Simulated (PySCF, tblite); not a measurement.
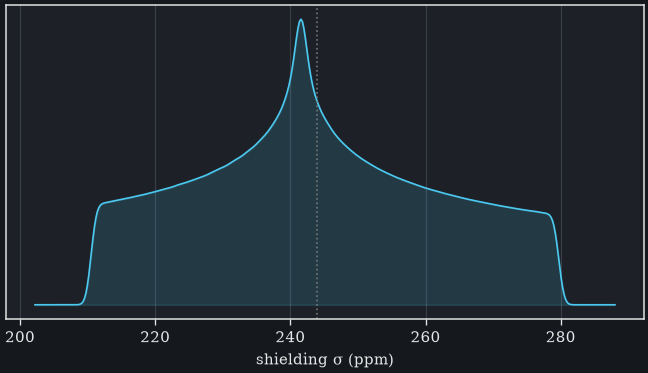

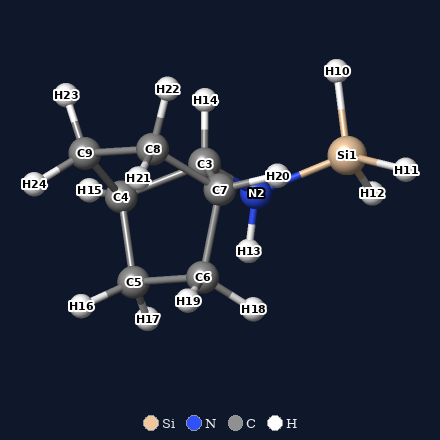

Static powder pattern (¹⁵N) from GIAO shielding tensors of C₇H₁₅NSi, SMILES [SiH3]N[C@H]1[C@H]2CC[C@@H]1CC2, PBE0/pcSseg-1, PySCF 2.14.0, at a GFN2-xTB geometry (a minimum by its frequencies); absolute shielding, one fixed geometry of the isolated molecule without any motion, no dipolar terms. The dotted line is the isotropic value; skew is 3(σiso − σ22)/span.

The pattern belongs to N2. Give the principal values, span and skew.

Answer. N2: σ11, σ22, σ33 = 211, 242, 280 ppm, isotropic 244, span 69 ppm, skew 0.10.

Known limits of this run: the tight-binding geometry is rougher than a DFT one and adds to the error; one conformer of a flexible molecule.
